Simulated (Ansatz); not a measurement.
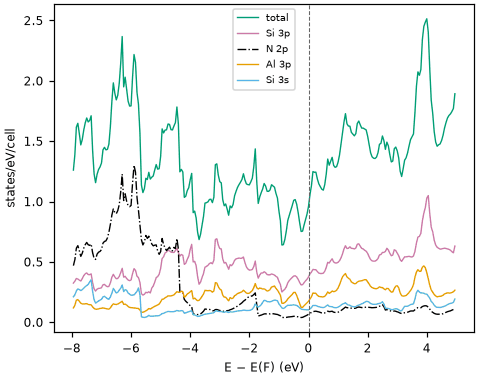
Fig. 1. Total and projected density of states of AlSi₂N in space group R3m (No. 160; Al on 3a, N on 3a, Si on 3a, Si on 3a), PBE in the plane-wave PAW code Ansatz

### Question
Which orbitals carry the states next to the Fermi level?

### Answer
Within 0.5 eV of the Fermi level: Si 3p 38 %, Al 3p 19 %, Al 3s 13 %, Si 3s 12 %, N 2p 6 %, outside the projected shells 9 %. Projections are on Löwdin-orthogonalised atomic valence shells; empty p or d shells of many metals are not among them.

### Question
Where is the tallest occupied peak in this window, and what makes it?

### Answer
Near -6.3 eV, about 2.4 states/eV per cell; the largest projected share is N 2p.

The start of the workflow was typed in or built on a structure type; neither database checked (COD, Materials Project) lists it. Whether it is the stable phase at ambient conditions was not checked. Symmetry was held in the PBE relaxation; its stability against distortions is not shown here.

Potentials: the earlier of the program's two PAW sets.
